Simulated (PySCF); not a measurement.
# SnH4: singlet, from a PBE0 minimum start

Aim: relax SnH4 as a singlet from a PBE0 minimum start, check by its vibrations whether the end is a minimum, and collect its spectrum and constants.

Program: PySCF 2.14.0. Level of theory: PBE0, basis Sn def2-TZVP with ECP28, H def2-TZVP, scalar-relativistic core potentials, no spin–orbit coupling, density fitting. These are calculated values, not measurements.

## 1. Where the work starts

5 atoms, charge 0, spin multiplicity 1.

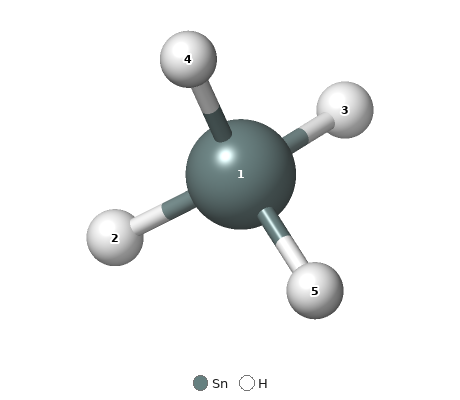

Start geometry, drawn with tin teal, hydrogen white; atoms are numbered from 1 in the order of the file.

```xyz
5
charge 0 multiplicity 1
Sn    0.0000    0.0000    0.0000
H    -0.9836    0.9836    0.9836
H    -0.9836   -0.9836   -0.9836
H     0.9836    0.9836   -0.9836
H     0.9836   -0.9836    0.9836
```

## 2. First SCF at the start

One driver script runs all steps and calls PySCF; scf.py shows how it sets up the SCF of each step. The optimiser is the driver's own. After this first run the driver tries any further starts and a stability analysis.

scf.py reads:

```python
from pyscf import gto, scf, dft
mol = gto.M(atom='''
Sn     0.000000    -0.000000     0.000000
H     -0.983590     0.983590     0.983590
H     -0.983590    -0.983590    -0.983590
H      0.983590     0.983590    -0.983590
H      0.983590    -0.983590     0.983590''',
    basis={'Sn': 'def2-TZVP', 'H': 'def2-TZVP'},
    ecp={'Sn': 'def2-TZVP'},
    charge=0, spin=0)
mf = dft.RKS(mol, xc='PBE0')
mf.grids.atom_grid = (50, 194)
aux = {'Sn': 'def2-universal-JKFIT', 'H': 'def2-universal-JKFIT'}
mf = mf.density_fit(auxbasis=aux)
mf.conv_tol = 1e-08
mf.diis_space = 10
mf.max_cycle = 60
mf.init_guess = 'minao'
mf.verbose = 4
mf.kernel()
```

Launch:

```console
> OMP_NUM_THREADS=2 python axn.py task.json out
```

Output:

```text
init E= -179.538090563615
  HOMO = -0.803447344026918  LUMO = -0.418341645829195  gap/eV = 10.47926
cycle= 1 E= -215.482449951836  delta_E= -35.9  |g|= 2.51  |ddm|= 31.4
  HOMO = -0.150954140443091  LUMO = 0.0951976896869882  gap/eV = 6.69813
cycle= 2 E= -214.940124285642  delta_E= 0.542  |g|= 3.58  |ddm|= 6.67
  HOMO = -0.315248558636286  LUMO = 0.0369964390482772  gap/eV = 9.58507
cycle= 3 E= -216.659019228861  delta_E= -1.72  |g|= 0.154  |ddm|= 2.48
  HOMO = -0.338070988865027  LUMO = 0.0238616525646  gap/eV = 9.84869
cycle= 4 E= -216.664544214429  delta_E= -0.00552  |g|= 0.0199  |ddm|= 0.246
  HOMO = -0.336566868307807  LUMO = 0.025304239808284  gap/eV = 9.84701
cycle= 5 E= -216.664703311531  delta_E= -0.000159  |g|= 0.0019  |ddm|= 0.0446
  HOMO = -0.336866308940165  LUMO = 0.0250912517874495  gap/eV = 9.84937
cycle= 6 E= -216.664704550557  delta_E= -1.24e-06  |g|= 0.000118  |ddm|= 0.00387
  HOMO = -0.336807644429744  LUMO = 0.0251384325758956  gap/eV = 9.84905
cycle= 7 E= -216.664704553719  delta_E= -3.16e-09  |g|= 8.3e-06  |ddm|= 0.000197
  HOMO = -0.336812884731709  LUMO = 0.0251345744255016  gap/eV = 9.84909
Extra cycle  E= -216.664704553741  delta_E= -2.22e-11  |g|= 2.4e-06  |ddm|= 1.82e-05
converged SCF energy = -216.664704553741
```

This step, with its further starts and checks, ran for 3.5 s (2 threads of Arm Neoverse N1, shared host).

The test of internal stability found no lower closed-shell solution.

## 3. Relaxing the singlet from the PBE0 minimum start

The program finds Td symmetry in the start, which this walk keeps.

scf.py, as its differences from that of step 2:

```diff
@@ -3 +3 @@
-Sn     0.000000    -0.000000     0.000000
+Sn     0.000000     0.000000     0.000000
@@ -18 +17,0 @@
-mf.init_guess = 'minao'
```

Steps of the walk:

```csv
step,energy (Eh),change (kJ/mol),largest symmetric gradient (Eh/bohr)
0,-216.664705,0.00,0.00006
```

The walk took 1.6 s.

Geometry (Å) and forces (eV/Å) at some steps:

```
step 0
Sn   0.000   0.000   0.000   0.000   0.000   0.000
H   -0.984   0.984   0.984  -0.003   0.003   0.003
H   -0.984  -0.984  -0.984  -0.003  -0.003  -0.003
H    0.984   0.984  -0.984   0.003   0.003  -0.003
H    0.984  -0.984   0.984   0.003  -0.003   0.003
```

End point (Td, 0 steps, 0.0 kJ/mol gained): Sn–H 1.704 Å (×4); H–Sn–H 109.5° (×6).

## 4. Frequencies

On the finer grid the gradient is checked again; gradients at displacements of ±0.02 bohr then give force constants and infrared intensities.

scf.py, as its differences from that of step 3:

```diff
@@ -3 +3 @@
-Sn     0.000000     0.000000     0.000000
+Sn    -0.000000    -0.000000    -0.000000
@@ -12 +12 @@
-mf.grids.atom_grid = (50, 194)
+mf.grids.atom_grid = (75, 302)
@@ -15 +15 @@
-mf.conv_tol = 1e-08
+mf.conv_tol = 1e-10
```

The driver hands on the density of the step before, so the log starts near convergence.

Log of the central SCF (cycles and frontier levels):

```text
init E= -216.664738235722
  HOMO = -0.336816241164633  LUMO = 0.0251327309053344  gap/eV = 9.84913
cycle= 1 E= -216.664738235716  delta_E= 5.34e-12  |g|= 6.3e-06  |ddm|= 1.52e-05
  HOMO = -0.336815573738787  LUMO = 0.0251333400225291  gap/eV = 9.84913
Extra cycle  E= -216.664738235722  delta_E= -5.74e-12  |g|= 6.05e-06  |ddm|= 1.44e-05
converged SCF energy = -216.664738235722
```

The whole step took 16 s.

Geometry: Td; Sn–H 1.704 Å (×4); H–Sn–H 109.5° (×6).

Harmonic modes (main isotopes):

| symmetry | ω (cm⁻¹) | IR (km/mol) | type |
| --- | --- | --- | --- |
| t2 | 685 | 441 | bend |
| e | 755 | 0.0 | bend |
| a1 | 1961 | 0.0 | stretch |
| t2 | 1962 | 522 | stretch |

All wavenumbers are real: a minimum.

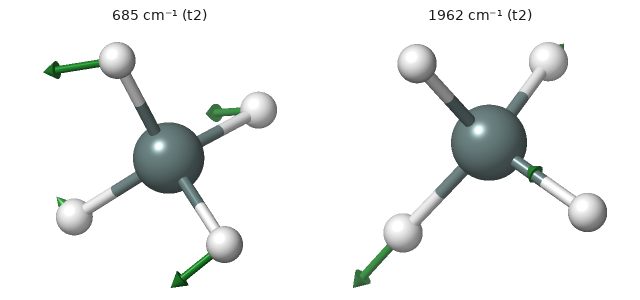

How the atoms move in 2 of the modes.

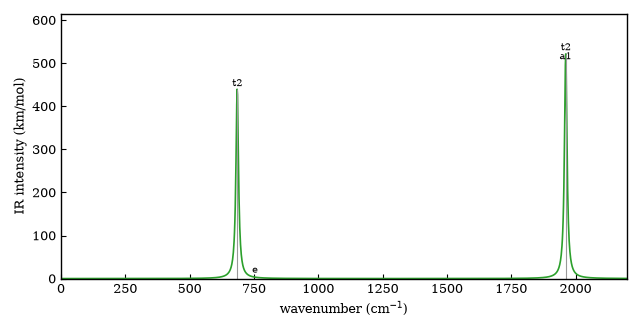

The harmonic infrared spectrum (widths in cm⁻¹). Lines are broadened to a width of 12 cm⁻¹ (Lorentzian).

Properties at this point:

```yaml
Dipole_moment: 0.00 D
Highest_occupied_level: -9.17 eV
Lowest_empty_level: 0.68 eV
Rotational_constants: 2.161, 2.161, 2.161 cm⁻¹
Zero-point_energy: 68.3 kJ/mol
Principal_polarisabilities: 41.3, 41.3, 41.3 bohr³
Atomisation_energy_without_zero-point_energy: 1055 kJ/mol
Principal_traceless_quadrupole_moments_about_the_centre_of_mass: 0.00, 0.00, 0.00 D Å
Entropy_at_298.15_K_and_1_bar: 228.6 J/(mol K)
Heat_capacity_Cp_at_298.15_K: 50.4 J/(mol K)
Enthalpy_at_298.15_K_above_0_K: 11.34 kJ/mol
Rotational_symmetry_number: 12
```

Charges (e) and bond orders:

```
    atom  Mulliken  Löwdin  polar tensor  Mayer order to Sn1
     Sn1      0.22    0.23          1.10                   –
H2,3,4,5     -0.06   -0.06         -0.27                0.94
```

Mulliken populations on Sn1 (outside its core potential): s 3.37, p 8.29, d 10.10, f 0.02.

## 5. Summary of results

```
                                 quantity                                    value
                                  minimum                              singlet, Td
                                 geometry    Sn–H 1.704 Å (×4); H–Sn–H 109.5° (×6)
                       wavenumbers (cm⁻¹)  685 (t2), 755 (e), 1961 (a1), 1962 (t2)
                            dipole moment                                   0.00 D
     highest occupied, lowest empty level                           -9.17, 0.68 eV
               polar-tensor charge of Sn1                                  +1.10 e
                        zero-point energy                              68.3 kJ/mol
                      entropy at 298.15 K                          228.6 J/(mol K)
atomisation energy (no zero-point energy)                              1055 kJ/mol
```

**Reading.** The PBE0 minimum start keeps its Td symmetry and ends in a minimum. The dipole vanishes although Sn1 carries +1.1 e by the polar tensor: the bond dipoles cancel. Only this shape and spin were tried, so other structures or states may lie lower.

The search up to here took 22 s.
